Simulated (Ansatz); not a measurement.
**RPA@PBE/STO-3G run of BNH6 (SMILES [BH3-][NH3+])**

Aim: the electronic atomisation energy of BNH6 at RPA@PBE/STO-3G, from 4 runs. 

The results are computed with Ansatz 0.2.0.

48 further runs of the same task are left out: 2 that didn't finish, 46 set aside as unsound or not needed.

## Step 1: The structure to begin with

The species is BNH6 (8 atoms), meant as a singlet with charge 0. As SMILES, `[BH3-][NH3+]`. The coordinates come from a PBE0-D4/def2-TZVP relaxation.

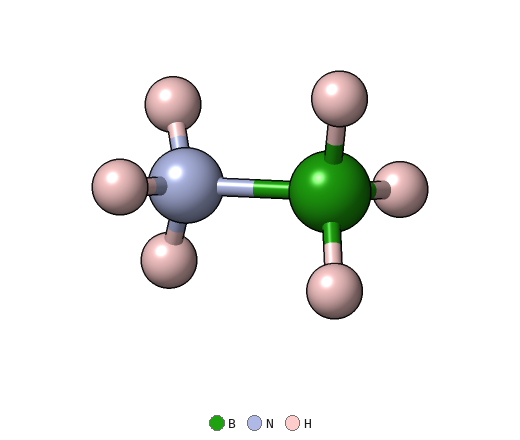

The structure, seen from a chosen angle (boron green, nitrogen light blue, hydrogen pink).

## Step 2: A single-point energy at RPA@PBE/STO-3G

File molecule.yaml:

```yaml
crystal:
  periodic: [false, false, false]
  atoms:
    - {symbol: B, position_ang: [-0.191300, 0.250800, -0.775400]}
    - {symbol: "N", position_ang: [0.206500, -0.255100, 0.731700]}
    - {symbol: H, position_ang: [-0.078200, -0.728400, -1.481000]}
    - {symbol: H, position_ang: [-1.332600, 0.649700, -0.687200]}
    - {symbol: H, position_ang: [0.604400, 1.126600, -1.038400]}
    - {symbol: H, position_ang: [0.140800, 0.507000, 1.398700]}
    - {symbol: H, position_ang: [1.156600, -0.611300, 0.755300]}
    - {symbol: H, position_ang: [-0.414000, -0.996500, 1.040500]}
basis:
  gaussian:
    orbitals: STO-3G
hamiltonian:
  xc: {name: PBE}
correlation:
  method: rpa
  frozen_orbitals: {B: 1, H: 0, "N": 1}
accuracy: high
```

The run is started by

```bash
$ ansatz run molecule.yaml --threads 1 --pin off --max-ram 2610MiB --events-out events.jsonl --progress --plain --runs-dir runs
```

Log:

```text
Warning: RAYON_NUM_THREADS=1 ignored (pool sized by the plan → 1); use --threads N
Functional definition: PBE
  name "PBE"
  parameter kappa = 0.804
  parameter beta = 0.06672455060314922
  exchange = pbe_x(kappa = kappa, mu = beta*pi^2/3)
  correlation = pbe_c(beta = beta)
276 factors; integrals over basis functions are off by at most 8.0e-9 eV
mean field evaluation 1: about -2231.8414 eV, gradient 9.9e0 eV
mean field evaluation 2: about -2231.7648 eV, gradient 1.0e1 eV
mean field evaluation 4: about -2232.2112 eV, gradient 2.5e0 eV
mean field evaluation 8: about -2232.2266 eV, gradient 1.3e-3 eV
mean field evaluation 16: about -2232.2266 eV, gradient 6.8e-9 eV
mean field -2232.22658405 eV, -82.0328139064 hartree, gradient 6.8e-9 eV, S^2 0.000000; 0 other end points of the search recorded, 0 dependent functions left out
2 core orbitals not correlated: weight in the atoms' cores, before any rotation towards them, 1.000 or more for the frozen orbitals, at most 0.000 for the correlated occupied ones
reference -2220.15850598 eV, -81.5893202172 hartree; 7, 7 occupied and 7, 7 virtual orbitals, 276 factors
Total energy: -2225.91781637 eV, -81.8009709705 hartree
```

It took 1.9 s on 1 thread of Arm Neoverse V1, shared host; peak memory 0.098 GiB.

## Step 3: The B atom, same level

File run.yaml:

```yaml
basis:
  gaussian:
    orbitals: STO-3G
crystal:
  periodic: [false, false, false]
  atoms:
    - {symbol: B, position_ang: [0.000000, 0.000000, 0.000000]}
correlation:
  method: rpa
  frozen_orbitals: {B: 1}
hamiltonian:
  xc: {name: PBE}
magnetization:
  spin_polarized: true
  initial_magnetization: 1
accuracy: high
```

Run the same way, it converges to -24.22643 Eh (log not shown).

## Step 4: The H atom

File molecule.yaml:

```yaml
basis:
  gaussian:
    orbitals: STO-3G
crystal:
  periodic: [false, false, false]
  atoms:
    - {symbol: H, position_ang: [0.000000, 0.000000, 0.000000]}
total_charge: 0
magnetization:
  spin_polarized: true
  initial_magnetization: 1
hamiltonian:
  xc: pbe
correlation:
  method: rpa
  frozen_orbitals: {H: 0}
accuracy: high
```

Run the same way, it converges to -0.46658 Eh (log not shown).

## Step 5: The N atom, same level

File input.yaml:

```yaml
basis:
  gaussian:
    orbitals: STO-3G
crystal:
  periodic: [false, false, false]
  atoms:
    - {symbol: "N", position_ang: [0.000000, 0.000000, 0.000000]}
magnetization:
  spin_polarized: true
  initial_magnetization: 3
hamiltonian:
  xc: {name: PBE}
correlation:
  method: rpa
  frozen_orbitals: {"N": 1}
accuracy: high
```

The run is started by

```bash
$ ansatz run input.yaml --threads 1 --pin off --max-ram 2610MiB --events-out events.jsonl --progress --plain --runs-dir runs
```

Log, shortened:

```text
Warning: RAYON_NUM_THREADS=1 ignored (pool sized by the plan → 1); use --threads N
[... 6 set-up lines as earlier in the session ...]
15 factors; integrals over basis functions are off by at most 1.1e-9 eV
mean field evaluation 1: about -1464.3723 eV, gradient 5.8e-10 eV
mean field evaluation 2: about -1464.3726 eV, gradient 2.1e-9 eV
mean field -1464.37256364 eV, -53.8146991264 hartree, gradient 0.0e0 eV, S^2 3.750000; 0 other end points of the search recorded, 0 dependent functions left out
1 core orbitals not correlated: weight in the atoms' cores, before any rotation towards them, 1.000 or more for the frozen orbitals, at most 0.000 for the correlated occupied ones
reference -1461.76873496 eV, -53.7190101874 hartree; 4, 1 occupied and 0, 3 virtual orbitals, 15 factors
Total energy: -1462.52480619 eV, -53.7467952924 hartree
```

Run time: 0.18 s. Hardware: 1 thread of Arm Neoverse V1, shared host.

## Step 6: What came out

Level: RPA@PBE/STO-3G, 2 core orbitals frozen.

| quantity | value |
| --- | --- |
| molecule: total energy | -81.80097 Eh |
| molecule: RPA correlation energy (valence) | -211.7 mEh |
| B atom: total energy | -24.22643 Eh |
| B atom: RPA correlation energy (valence) | -77.4 mEh |
| B atom: ⟨S²⟩ of the reference determinant | 0.750 |
| H atom: total energy | -0.46658 Eh |
| H atom: RPA correlation energy | 0.0 mEh |
| H atom: ⟨S²⟩ of the reference determinant | 0.750 |
| N atom: total energy | -53.74680 Eh |
| N atom: RPA correlation energy (valence) | -27.8 mEh |
| N atom: ⟨S²⟩ of the reference determinant | 3.750 |
| electronic atomisation energy | 27.980 eV |

**Reading.** Taking the molecule apart into free atoms costs 27.98 eV (645 kcal/mol), before zero-point energy and without spin-orbit coupling. In a minimal basis such a difference can be off by several eV, whatever the method.
